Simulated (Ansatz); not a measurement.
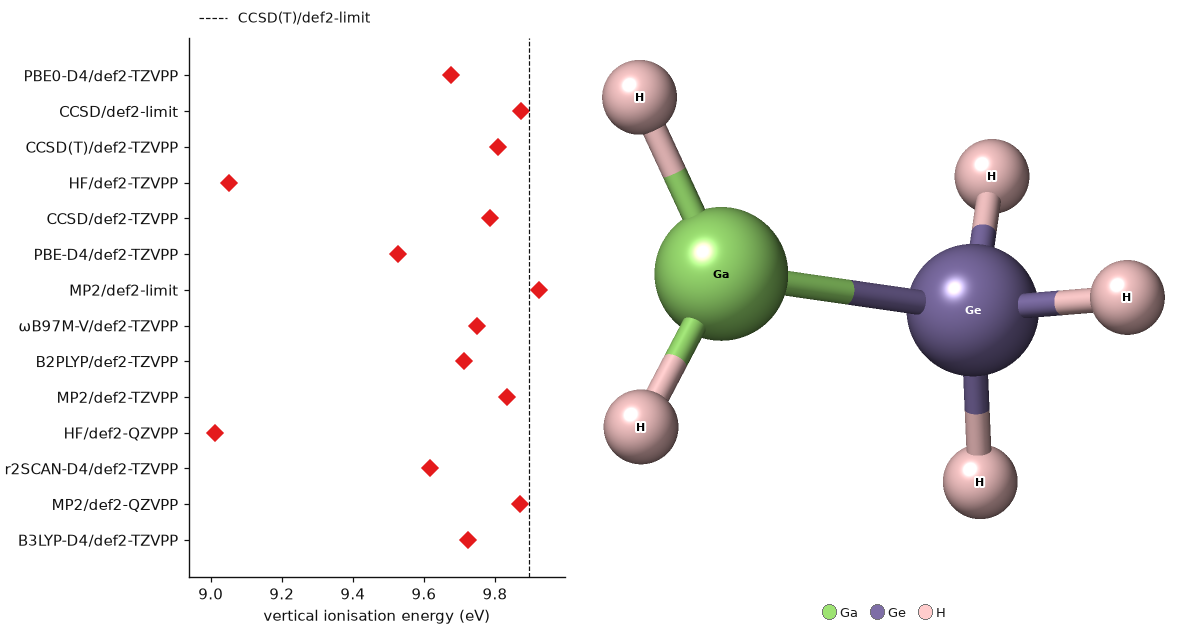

Vertical ionisation energy of GaGeH₅, SMILES [GaH2][GeH3], singlet, taken as the energy of the cation less that of the neutral at fixed geometry (unrestricted doublet cation, cores frozen in correlated methods, no spin-orbit coupling), the Ansatz code, at a PBE0-D4/def2-TZVP geometry (with a soft imaginary mode, 16i cm⁻¹). Limit means an estimate of the basis limit from triple and quadruple zeta; for coupled cluster it is either extrapolated directly or built as the MP2 limit plus the step from MP2 in triple zeta. B2PLYP/def2-TZVPP holds a correlation term that converges slowly with the basis, so part of the distance to the limit is basis error. The distance of CCSD(T)/def2-TZVPP, CCSD/def2-TZVPP, MP2/def2-TZVPP and MP2/def2-QZVPP to the limit includes basis error.

> Which level comes closest to the line (CCSD(T)/def2-limit), and which misses most?

Closest CCSD/def2-limit (9.87 eV), MP2/def2-limit (9.92 eV) and MP2/def2-QZVPP (9.87 eV), against 9.90 eV; farthest HF/def2-QZVPP (9.01 eV).

> What range do the values span, the line included?

From 9.01 eV (HF/def2-QZVPP) to 9.92 eV (MP2/def2-limit).

Caveats, for all or some of the runs: no scalar relativity up to krypton; outer-core shells are correlated without core-valence functions, which makes the correlated values less sure.
